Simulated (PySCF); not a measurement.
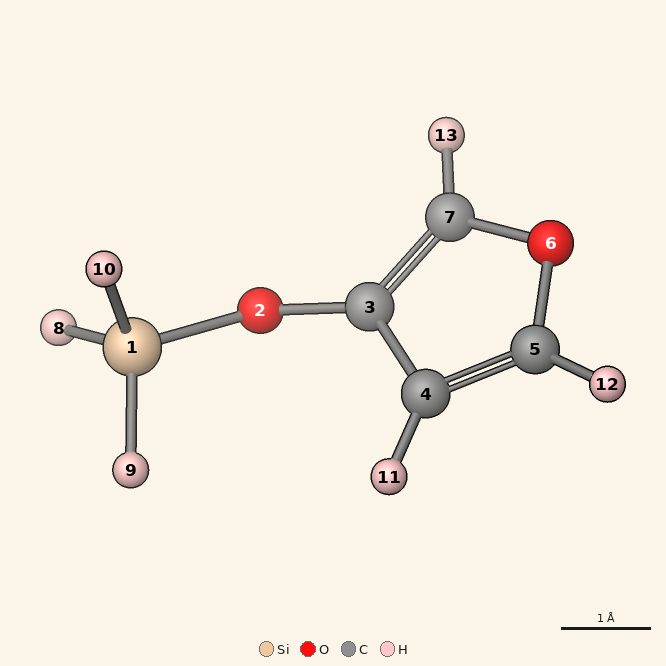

Orthographic view. Depth is shown by fading: the farther an atom, the more it takes the colour of the background. Geometry: an image of a reaction path computed with GFN2-xTB, not a minimum.

Write a MOL file (V2000) with the atoms in numerical order, bonds sorted by atom number with the orders drawn, and coordinates in the frame of the picture: x right, y up, z towards the viewer, origin at the mean position.

```
C4H6O2Si
                    3D

 13 13  0  0  0  0  0  0  0  0999 V2000
   -2.3800   -0.2400   -0.2600 Si  0  0  0  0  0  4  0  0  0  0  0  0
   -0.9300    0.1700   -0.8900 O   0  0  0  0  0  0  0  0  0  0  0  0
    0.3000    0.2100   -0.3600 C   0  0  0  0  0  0  0  0  0  0  0  0
    0.9300   -0.7700    0.4600 C   0  0  0  0  0  0  0  0  0  0  0  0
    2.1700   -0.2700    0.7400 C   0  0  0  0  0  0  0  0  0  0  0  0
    2.3400    0.9300    0.1600 O   0  0  0  0  0  0  0  0  0  0  0  0
    1.2100    1.2200   -0.5000 C   0  0  0  0  0  0  0  0  0  0  0  0
   -3.2100   -0.0300   -1.4400 H   0  0  0  0  0  0  0  0  0  0  0  0
   -2.4000   -1.6300    0.2000 H   0  0  0  0  0  0  0  0  0  0  0  0
   -2.7000    0.6400    0.8600 H   0  0  0  0  0  0  0  0  0  0  0  0
    0.5200   -1.7100    0.7700 H   0  0  0  0  0  0  0  0  0  0  0  0
    2.9800   -0.6600    1.3100 H   0  0  0  0  0  0  0  0  0  0  0  0
    1.1700    2.1500   -1.0400 H   0  0  0  0  0  0  0  0  0  0  0  0
  1  2  1  0
  1  8  1  0
  1  9  1  0
  1 10  1  0
  2  3  1  0
  3  4  1  0
  3  7  2  0
  4  5  2  0
  4 11  1  0
  5  6  1  0
  5 12  1  0
  6  7  1  0
  7 13  1  0
M  END
```
